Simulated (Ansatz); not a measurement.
# Run report: CH₆ClGeN, single-point calculation

System: CH₆ClGeN.
Method: RKS wB97M-V/def2-SVP (Ansatz 0.2.0).

The geometry comes from this level: PBE0-D4/def2-TZVP.

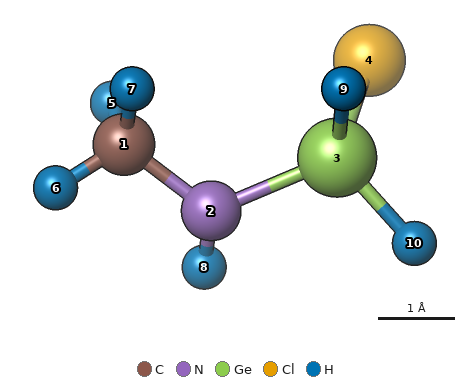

Figure 1. The structure as given in the input (ball-and-stick view, seen on its broad side; atoms are numbered from 1 in the order of the input). Sticks mark near contacts. Bond lengths as drawn: Cl–Ge 2.18 Å, C–H 1.09 to 1.10 Å, C–N 1.45 Å, Ge–H 1.53 Å, Ge–N 1.81 Å and H–N 1.01 Å.

### The input
```yaml
crystal:
  periodic: [false, false, false]
  atoms:
    - {symbol: C, position_ang: [0.084227, 1.012581, -0.987781]}
    - {symbol: N, position_ang: [-0.629369, 0.428835, 0.133963]}
    - {symbol: Ge, position_ang: [0.141295, -0.897817, 1.100689]}
    - {symbol: Cl, position_ang: [0.548320, -2.662856, -0.111205]}
    - {symbol: H, position_ang: [0.139675, 0.360744, -1.868438]}
    - {symbol: H, position_ang: [-0.388938, 1.952107, -1.285324]}
    - {symbol: H, position_ang: [1.107779, 1.249214, -0.686305]}
    - {symbol: H, position_ang: [-1.603454, 0.263722, -0.076265]}
    - {symbol: H, position_ang: [1.511656, -0.416800, 1.584876]}
    - {symbol: H, position_ang: [-0.828094, -1.340833, 2.198789]}
basis:
  gaussian: {orbitals: def2-SVP}
hamiltonian: {xc: {name: wB97M-V}}
output: {orbitals: {seedname: orbitals}}
```

### Output
```
Functional definition: wB97M-V
  name "wB97M-V"
  cite "Mardirossian & Head-Gordon, J. Chem. Phys. 144, 214110 (2016) doi:10.1063/1.4952647"
  cite "Becke, J. Chem. Phys. 107, 8554 (1997) doi:10.1063/1.475007"
  cite "Vydrov & Van Voorhis, J. Chem. Phys. 133, 244103 (2010) doi:10.1063/1.3521275"
  # Of w^i u^j: cxij and so on, Table III.
  parameter omega = 0.3/bohr
  parameter cx = 0.15
  parameter cx01 = 1.007
  parameter cx10 = 0.259
  parameter css00 = 0.443
  parameter css04 = -1.437
  parameter css10 = -4.535
  parameter css20 = -3.390
  parameter css43 = 4.278
  parameter cos00 = 1.000
  parameter cos10 = 1.358
  parameter cos20 = 2.924
  parameter cos21 = -8.812
  parameter cos60 = -1.390
  parameter cos61 = 9.142
  parameter b = 6.0
  parameter c = 0.01
  gx(w, u) = 1 - cx + cx01*u + cx10*w
  gss(w, u) = css00 + css04*u^4 + css10*w + css20*w^2 + css43*w^4*u^3
  gos(w, u) = cos00 + cos10*w + (cos20 + cos21*u)*w^2 + (cos60 + cos61*u)*w^6
  exchange = spin_sum(e_x_unif_sr(omega)*gx(b97_w, b97_u_x)) + cx*exact_x_sr(omega) + exact_x_lr(omega)
  correlation = spin_sum(e_c_pw_mod_same_spin*gss(b97_w, b97_u_same))
      + integral(e_c_pw_mod_opposite_spin*gos(b97_w_opposite, b97_u_opposite)) + vv10(b, c)
1073 factors; integrals over basis functions are off by at most 1.3e-3 eV
292 factors; integrals over basis functions are off by at most 5.4e-6 eV
mean field evaluation 1: about -71645.0763 eV, gradient 4.2e1 eV
mean field evaluation 2: about -71645.2173 eV, gradient 4.3e1 eV
mean field evaluation 4: about -71648.6959 eV, gradient 1.3e0 eV
mean field evaluation 8: about -71648.7704 eV, gradient 2.6e-2 eV
mean field evaluation 16: about -71648.7704 eV, gradient 3.8e-5 eV
mean field -71648.77042457 eV, -2633.0437478222 hartree, gradient 3.8e-5 eV, S^2 0.000000; 0 other end points of the search recorded, 0 dependent functions left out
reference -71648.77046463 eV, -2633.0437492943 hartree; 34, 34 occupied and 74, 74 virtual orbitals, 1073 factors
Total energy: -71648.77046463 eV, -2633.0437492943 hartree
```

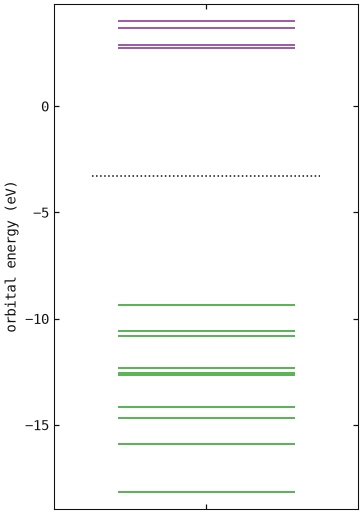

Figure 2. Orbital energies near the frontier; the dotted line parts filled from empty levels, and levels within 0.02 eV of each other stand side by side. Highest filled −9.34 eV, lowest empty 2.74 eV, 12.08 eV apart.

### Key numbers

| quantity | value |
| --- | --- |
| outcome | converged |
| total energy | −71648.7705 eV |
| SCF solution under orbital rotations | stable |
| HOMO | −9.34 eV |
| LUMO | 2.74 eV |
| hardware | 4 CPU threads, shared host |
| wall time | 3.7 s (CPU time 13 s) |
| peak memory | 0.35 GiB |
